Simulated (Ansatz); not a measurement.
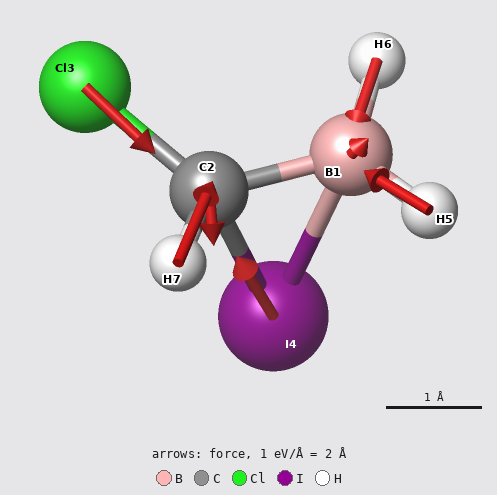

Starting geometry of CH3BClI with the computed forces as red arrows. A ball-and-stick model, seen at a tilt.

The start comes from PBE-D4/def2-SVP.

Method: RKS PBE0-D4/def2-TZVP in Ansatz 0.2.0.

Input file:
```yaml
crystal:
  periodic: [false, false, false]
  atoms:
    - {symbol: B, position_ang: [-0.283106, 0.829916, 0.050109]}
    - {symbol: C, position_ang: [0.569275, -0.469762, -0.060447]}
    - {symbol: Cl, position_ang: [1.253531, -1.263449, 1.328480]}
    - {symbol: I, position_ang: [-1.586798, -1.150505, -0.599122]}
    - {symbol: H, position_ang: [-0.331797, 1.549206, -0.928439]}
    - {symbol: H, position_ang: [-0.683552, 1.183719, 1.138097]}
    - {symbol: H, position_ang: [1.123647, -0.746925, -0.974179]}
basis:
  gaussian: {orbitals: def2-TZVP}
hamiltonian: {xc: pbe0, dispersion: d4}
relax: {f_tol: 0.005, max_steps: 150}
```

Run as
```bash
ansatz run in.yaml --threads 2 --pin off --events-out ev --progress --plain --max-ram 4352MiB
```

Is this structure relaxed? If not, where do the atoms go?

Answer. It isn't relaxed: the largest force vector, on H7, is 0.64 eV/Å. The final displacements follow the starting forces only in part (cosine between the two patterns 0.70). The atom that moves furthest after the best rigid fit is I4 (0.068 Å). Largest moves by element: I 0.068 Å, Cl 0.045 Å, C 0.040 Å, H 0.038 Å, B 0.024 Å. Near-neighbour distances that change, for instance: C2–I4 2.324 → 2.236 Å, B1–H5 1.215 → 1.194 Å, B1–H6 1.212 → 1.191 Å, C2–H7 1.104 → 1.085 Å. Among the angles between lasting bonds that change: C2–B1–I4 66.4° → 62.8°, B1–C2–I4 75.7° → 79.2°. Over 5 accepted moves (6 points after the start) the energy falls by 1.11 kcal/mol. The largest force component goes from 0.53 to 0.0043 eV/Å. The line search rejected the trial step at point 4 of the run. The run took 38 s on 2 threads of Arm Neoverse V1, with other jobs on the host.
